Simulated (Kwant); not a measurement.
Device: wire with one Gaussian impurity in a GaN two-dimensional gas. Effective mass 0.22 mₑ, grid spacing 3.3 nm, hard walls, nominal width 80 nm (25 grid rows, so walls 85.8 nm apart), one parabolic valley, scattering region 240 nm long along x; energies count from the band bottom; Fermi energy swept from 0.00021365 to 0.0045401 eV. Impurity U exp(−r²/2σ²), U = -0.031 eV, σ = 8 nm, 0 nm off the axis.

Constants are typed, rounded textbook-type inputs, not results; the design itself was drawn at random and stands for no fabricated device.

Computed with Kwant: effective-mass tight-binding model on a square grid, one spin, coherent transport at 0 K. Conductance is in e²/h.

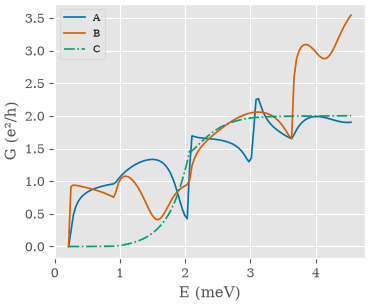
G (e²/h) of 3 runs

| E (meV) | A | B | C |
|---|---|---|---|
| 0.2136 | 0 | 0 | 0 |
| 0.4682 | 0.81 | 0.91 | 0.00056 |
| 0.7227 | 0.92 | 0.83 | 0.0021 |
| 0.9771 | 1.03 | 0.97 | 0.012 |
| 1.232 | 1.25 | 0.97 | 0.068 |
| 1.486 | 1.33 | 0.49 | 0.20 |
| 1.741 | 1.18 | 0.62 | 0.48 |
| 1.995 | 0.47 | 0.93 | 1.16 |
| 2.250 | 1.66 | 1.53 | 1.61 |
| 2.504 | 1.64 | 1.77 | 1.81 |
| 2.759 | 1.55 | 1.95 | 1.92 |
| 3.013 | 1.35 | 2.05 | 1.97 |
| 3.268 | 1.93 | 2.03 | 1.99 |
| 3.522 | 1.71 | 1.81 | 1.99 |
| 3.777 | 1.89 | 3.06 | 2.00 |
| 4.031 | 1.99 | 2.94 | 2.00 |
| 4.286 | 1.94 | 3.06 | 2.00 |
| 4.540 | 1.90 | 3.55 | 2.00 |

Task: Column A is the base. The others each differ by one change: impurity strength -0.031 → -0.015 eV; impurity strength -0.031 → 0.031 eV. Which is which?

Result: B: impurity strength -0.031 → -0.015 eV; C: impurity strength -0.031 → 0.031 eV.
